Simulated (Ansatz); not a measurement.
System: C10H22 (SMILES CCCCCCCCCC).

Input file:

```
crystal:
  periodic: [false, false, false]
  atoms:
    - {symbol: C, position_ang: [5.337187, -0.242383, 0.600051]}
    - {symbol: C, position_ang: [3.836614, -0.312979, 0.886029]}
    - {symbol: C, position_ang: [2.969627, 0.233188, -0.252652]}
    - {symbol: C, position_ang: [1.465207, 0.170220, 0.024786]}
    - {symbol: C, position_ang: [0.607008, 0.708210, -1.125439]}
    - {symbol: C, position_ang: [-0.902544, 0.731411, -0.850300]}
    - {symbol: C, position_ang: [-1.536965, -0.652188, -0.656057]}
    - {symbol: C, position_ang: [-3.067460, -0.643289, -0.543962]}
    - {symbol: C, position_ang: [-3.622528, 0.084145, 0.686679]}
    - {symbol: C, position_ang: [-5.145928, 0.005527, 0.796595]}
    - {symbol: H, position_ang: [5.602634, -0.824472, -0.307535]}
    - {symbol: H, position_ang: [5.937110, -0.644329, 1.441577]}
    - {symbol: H, position_ang: [5.665708, 0.803844, 0.425482]}
    - {symbol: H, position_ang: [3.606222, 0.247657, 1.819782]}
    - {symbol: H, position_ang: [3.543664, -1.366931, 1.092653]}
    - {symbol: H, position_ang: [3.194703, -0.329349, -1.187766]}
    - {symbol: H, position_ang: [3.261544, 1.287566, -0.464072]}
    - {symbol: H, position_ang: [1.183449, -0.882580, 0.248919]}
    - {symbol: H, position_ang: [1.236724, 0.744365, 0.952126]}
    - {symbol: H, position_ang: [0.804053, 0.103976, -2.040699]}
    - {symbol: H, position_ang: [0.945105, 1.739765, -1.369935]}
    - {symbol: H, position_ang: [-1.095923, 1.364992, 0.043912]}
    - {symbol: H, position_ang: [-1.415331, 1.241192, -1.696464]}
    - {symbol: H, position_ang: [-1.112267, -1.139073, 0.250091]}
    - {symbol: H, position_ang: [-1.242224, -1.300621, -1.511354]}
    - {symbol: H, position_ang: [-3.434531, -1.693905, -0.531606]}
    - {symbol: H, position_ang: [-3.500642, -0.185941, -1.463384]}
    - {symbol: H, position_ang: [-3.157169, -0.346123, 1.602273]}
    - {symbol: H, position_ang: [-3.309864, 1.150946, 0.665859]}
    - {symbol: H, position_ang: [-5.492239, -1.047485, 0.863223]}
    - {symbol: H, position_ang: [-5.523376, 0.538795, 1.692623]}
    - {symbol: H, position_ang: [-5.637559, 0.455850, -0.091436]}
basis:
  gaussian: {orbitals: def2-TZVP, initial_orbitals: start.molden}
hamiltonian: {xc: pbe0, dispersion: d4}
scf: {omitted_lower_state_checks: [starts]}
output: {orbitals: {seedname: orbitals}}
```

Launched as:

```sh
ansatz run in.yaml --threads 4 --pin off --events-out ev --progress --plain --max-ram 9574MiB
```

Geometry: PBE-D4/def2-SVP.

All numbers below come from RKS PBE0-D4/def2-TZVP (Ansatz).

What will maps of the electron density and electron localisation function show?

Answer. C–C (1.53 Å): ρ at the midpoint is about 1.6 e/Å³; the ELF peaks at about 0.95 between the atoms: a covalent bond.
C–H (1.11 Å): ρ at the midpoint is about 1.9 e/Å³; the ELF climbs to about 1 towards the hydrogen, as it does in any bond to H: an ordinary covalent bond to hydrogen.

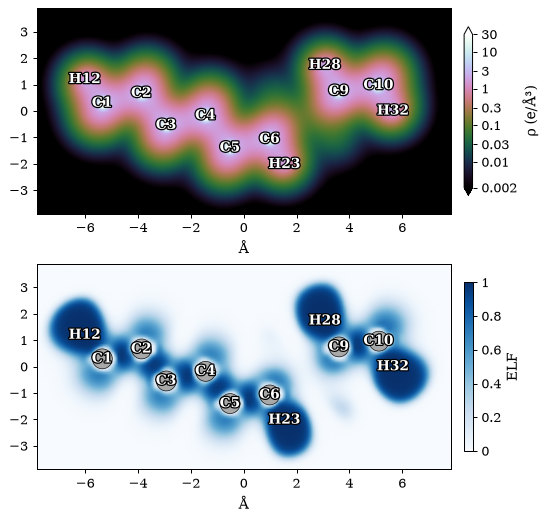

Computed electron density and electron localisation function on the plane of atoms C2, C1 and H12, in this order. Grey discs cover the atomic cores in the ELF map. 
